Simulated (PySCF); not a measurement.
# One shape, several levels: doublet H3NO+

Aim: a comparison of 6 runs (UHF/STO-3G, UHF/3-21G, UB3LYP/6-31G*, U-wB97M-V/def2-TZVPP, UB2PLYP/def2-TZVPP, USCS-MP2/def2-TZVPP) of doublet H3NO+. The job is set up through a Python script.

The results are computed with PySCF 2.14.0.

1 further run of the same task is left out (set aside as unsound or not needed).

### 1 The molecule

The species is H3NO+ (5 atoms), meant as a doublet with charge +1. As SMILES of the parent species, `NO`. Geometry: relaxed at PBE0-D4/def2-TZVP. This is one conformer, not always the lowest. That shape belongs to the parent species and isn't relaxed for this state.

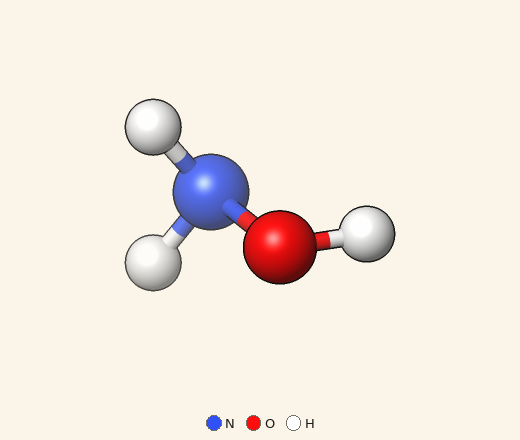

Viewed from a chosen angle; nitrogen blue, oxygen red, hydrogen white.

### 2 A single-point energy at UHF/STO-3G (run 1)

File job.py:

```python
from pyscf import gto

mol = gto.M(
    atom='''
N     -0.312032    -0.682739    -0.606923
O      0.688730     1.258633     0.960094
H     -0.307440    -2.248812     0.504122
H     -2.157406    -0.207568    -0.843215
H      2.088166     1.880466    -0.014060
''',
    unit='bohr',
    spin=1,
    max_memory=1860,
    verbose=3,
    basis='sto-3g',
    charge=1,
)

myscf = mol.UHF()
myscf.conv_tol = 1e-10
myscf.kernel()
if not myscf.converged:
    myscf = myscf.newton().run(myscf.mo_coeff, myscf.mo_occ)

e_final = myscf.e_tot
print('E(%s) = %.9f' % ('HF', e_final))
```

Run with:

```console
$ OMP_NUM_THREADS=1 python job.py
```

The program printed:

```text
converged SCF energy = -128.982790413094  <S^2> = 0.76018436  2S+1 = 2.0101586
E(HF) = -128.982790413
```

It took 0.6 s on 1 thread of Arm Neoverse V2, shared host; peak memory 0.12 GiB.

### 3 A single-point energy at UHF/3-21G (run 2)

File calc.py:

```python
from pyscf import gto

system = gto.M(
    atom='''
N     -0.312032    -0.682739    -0.606923
O      0.688730     1.258633     0.960094
H     -0.307440    -2.248812     0.504122
H     -2.157406    -0.207568    -0.843215
H      2.088166     1.880466    -0.014060
''',
    verbose=3,
    basis='3-21g',
    max_memory=1860,
    spin=1,
    charge=1,
    unit='bohr',
)

mf = system.UHF()
mf.conv_tol = 1e-10
mf.kernel()
if not mf.converged:
    mf = mf.newton().run(mf.mo_coeff, mf.mo_occ)

etot = mf.e_tot
print('E = %.10f Eh' % etot)
```

Run with:

```console
$ OMP_NUM_THREADS=1 python calc.py
```

The program printed:

```text
converged SCF energy = -129.917339623233  <S^2> = 0.76020401  2S+1 = 2.0101781
E = -129.9173396232 Eh
```

Wall time 0.62 s (1 thread of Arm Neoverse V2, shared host); peak memory 0.12 GiB.

### 4 The energy at UB3LYP/6-31G(d) (spherical functions) (run 3)

File input.py:

```python
from pyscf import gto, dft

mol = gto.M(
    atom=[
    ('N', (-0.165120, -0.361290, -0.321170)),
    ('O', (0.364460, 0.666040, 0.508060)),
    ('H', (-0.162690, -1.190020, 0.266770)),
    ('H', (-1.141650, -0.109840, -0.446210)),
    ('H', (1.105010, 0.995100, -0.007440)),
],
    max_memory=1860,
    charge=1,
    spin=1,
    verbose=3,
    basis='6-31g*',
)

calc0 = dft.UKS(mol)
calc0.xc = 'b3lyp'
calc0.conv_tol = 1e-10
calc0.grids.level = 5
calc0.kernel()
if not calc0.converged:
    calc0 = calc0.newton().run(calc0.mo_coeff, calc0.mo_occ)

e_tot = calc0.e_tot
print('E = %.10f Eh' % e_tot)
```

Run with:

```console
$ OMP_NUM_THREADS=1 python input.py
```

The program printed:

```text
WARN: HOMO -0.300706618066482 >= LUMO -0.300706618066483

converged SCF energy = -131.322488972004  <S^2> = 0.75353026  2S+1 = 2.0035271
E = -131.3224889720 Eh
```

It took 6.6 s on 1 thread of Arm Neoverse V2, shared host; peak memory 0.23 GiB.

Runs 4 to 5 aren't shown in full; the table further down has their settings and results.

### 5 The energy at USCS-MP2/def2-TZVPP (run 6)

File job.py:

```python
from pyscf import gto, mp

mol = gto.M(
    atom='''
N   -0.165120  -0.361290  -0.321170
O    0.364460   0.666040   0.508060
H   -0.162690  -1.190020   0.266770
H   -1.141650  -0.109840  -0.446210
H    1.105010   0.995100  -0.007440
''',
    charge=1,
    basis='def2-tzvpp',
    max_memory=1860,
    spin=1,
    verbose=3,
)

mf = mol.UHF()
mf.conv_tol = 1e-10
mf.kernel()
if not mf.converged:
    mf = mf.newton().run(mf.mo_coeff, mf.mo_occ)

pt = mp.MP2(mf, frozen=2).run()
energy = mf.e_tot + 1.2 * pt.e_corr_os + pt.e_corr_ss / 3
print('E(%s) = %.9f' % ('SCS-MP2', energy))
```

Run with:

```console
$ OMP_NUM_THREADS=1 python job.py
```

The program printed:

```text
converged SCF energy = -130.70327522114  <S^2> = 0.76159131  2S+1 = 2.0115579
E(UMP2) = -131.119765302095  E_corr = -0.416490080955781
E(SCS-UMP2) = -131.116257244195  E_corr = -0.412982023055217
E(SCS-MP2) = -131.116257244
```

It took 4.2 s on 1 thread of Arm Neoverse V2, shared host; peak memory 0.26 GiB.

### 6 All runs side by side

| run | level | integration grid | nlc grid | energy (Eh) | HOMO energy (eV) | LUMO energy (eV) | ⟨S²⟩ | wall time |
| --- | --- | --- | --- | --- | --- | --- | --- | --- |
| 1 | UHF/STO-3G | – | – | -128.982790 | -20.79 | -5.78 | 0.760 | 0.6 s |
| 2 | UHF/3-21G | – | – | -129.917340 | -22.15 | -7.37 | 0.760 | 0.62 s |
| 3 | UB3LYP/6-31G* (spherical functions) | 5 | – | -131.322489 | -16.89 | -13.84 | 0.754 | 6.6 s |
| 4 | U-wB97M-V/def2-TZVPP | 5 | 1 | -131.340611 | -19.82 | -11.12 | 0.754 | 80 s |
| 5 | UB2PLYP/def2-TZVPP | 5 | – | -131.296960 | -19.14 | -11.37 | 0.757 | 23 s |
| 6 | USCS-MP2/def2-TZVPP | – | – | -131.116257 | -22.11 | -7.50 | 0.762 | 4.2 s |

### 7 Summary of results

| quantity | value |
| --- | --- |
| run 6: total energy | -131.11626 Eh |
| run 6: HOMO energy (Hartree–Fock orbitals) (highest over α and β) | -22.11 eV |
| run 6: LUMO energy (Hartree–Fock orbitals) (lowest over α and β) | -7.50 eV |
| run 6: correlation energy (2 core orbitals frozen) | -413.0 mEh |
| run 6: ⟨S²⟩ of the reference determinant | 0.762 |

Totals of different functionals can't be ranked against each other. In run 1 the basis is minimal, so the values are rough. All runs together took 1.9 min, the longest 80 s.
